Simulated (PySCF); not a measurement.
## Electronic structure of B₆H₁₂Si in real space

The calculation's input:

```
{"job": {"kind": "nmr", "xc": "PBE0", "basis": "pcSseg-1", "pop": false}, "charge": 0, "multiplicity": 1}
B     -0.148787    -1.015243     1.210121
B     -1.441678     0.339093     1.135573
B      1.635186     0.423345    -0.375781
B     -0.483770     2.010106     0.197588
B      0.365149     0.736521     0.849551
B      0.720662    -0.844374    -0.143432
H      0.179276    -1.502144     2.231971
H     -1.861313     0.631363     2.196681
H      2.216173    -0.644589     0.015828
H     -0.725717     2.979195     0.818620
H      1.015495     0.876867     1.837015
Si     0.264906    -1.494015    -1.939430
H      0.964563    -0.961899    -3.125013
H     -1.167315    -1.302466    -2.220058
H      0.506840    -2.952898    -2.029149
H     -1.396741    -1.062095     1.081421
H     -2.201906     0.542047     0.249633
H     -0.706219     2.096582    -0.954010
H      2.265197     1.144605    -1.037130
```

Run with:

```sh
OMP_NUM_THREADS=1 python ens_run.py task.json out
```

Geometry: GFN2-xTB.

All numbers below come from PBE0/pcSseg-1, SCF density, gas phase, non-relativistic in PySCF.

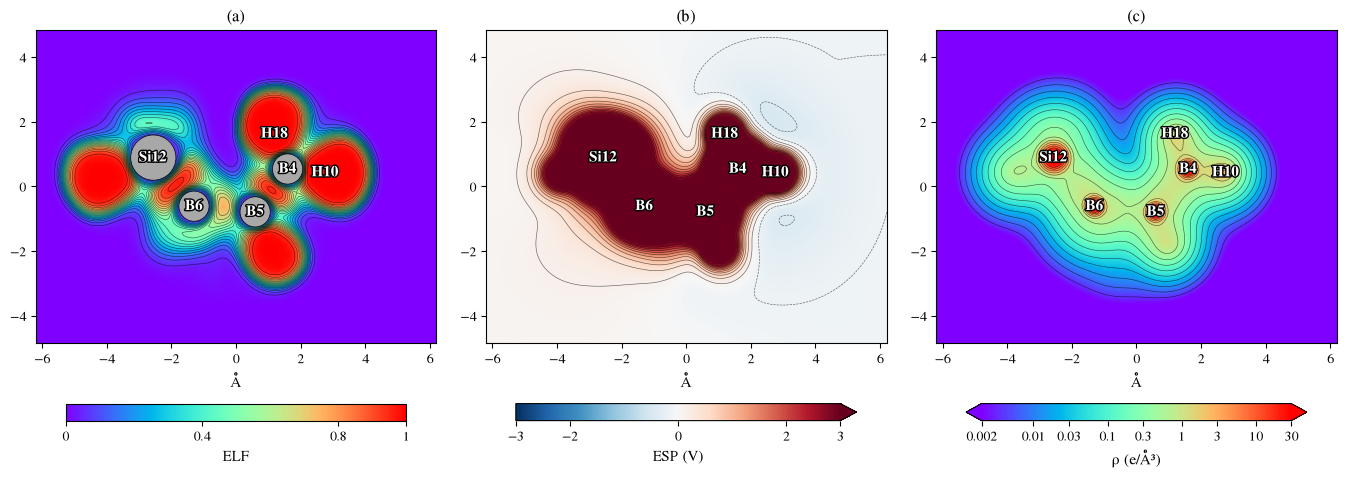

Figure 1. (a) ELF; (b) electrostatic potential; (c) total electron density on the plane of atoms B5, B4 and H10. Grey discs cover the atomic cores in the ELF map.

> Read the bonding off the picture.

The plane passes through B, H and Si nuclei. Si–B (1.96 Å): the density is about 0.73 e/Å³ at the midpoint; the ELF peaks at about 0.95 between the atoms (a shared electron pair). B–H (1.18 Å): ρ at the midpoint is about 1.3 e/Å³; the ELF climbs to about 1 towards the hydrogen, as it does in any bond to H; a covalent bond by its length. B–B (1.66 Å): ρ at the midpoint is about 0.99 e/Å³; the ELF peaks at about 0.95 between the atoms; localised, covalent bonding. Outside the dense part of the molecule the potential is most negative (−0.5 V) near H10.

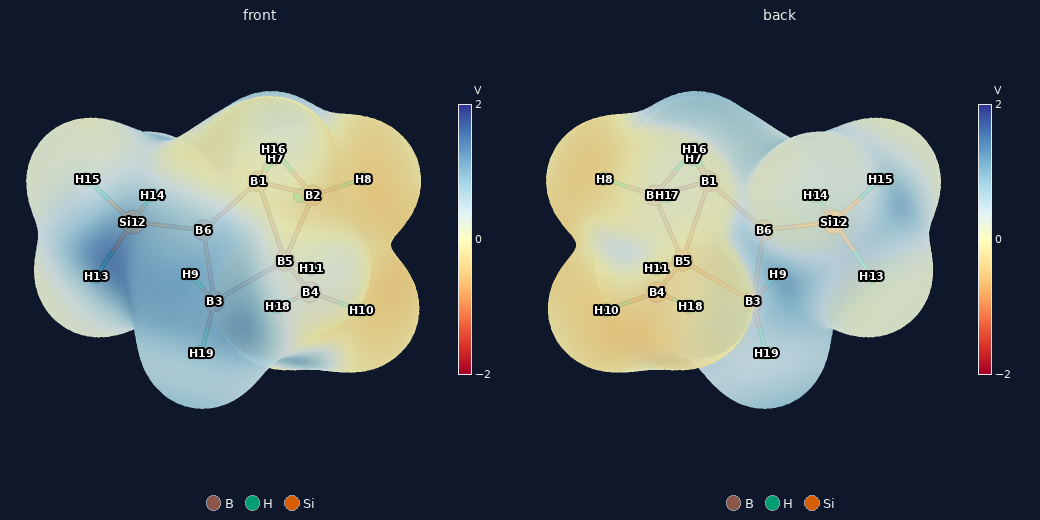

Figure 2. The molecular electrostatic potential painted on the density surface at 0.002 e/bohr³, seen from the front and from behind; red is negative and blue positive.

> Where is the surface potential most negative and most positive?

The most negative region (about −0.5 V) lies over H8 and H10, the most positive (about +1.5 V) over Si12.
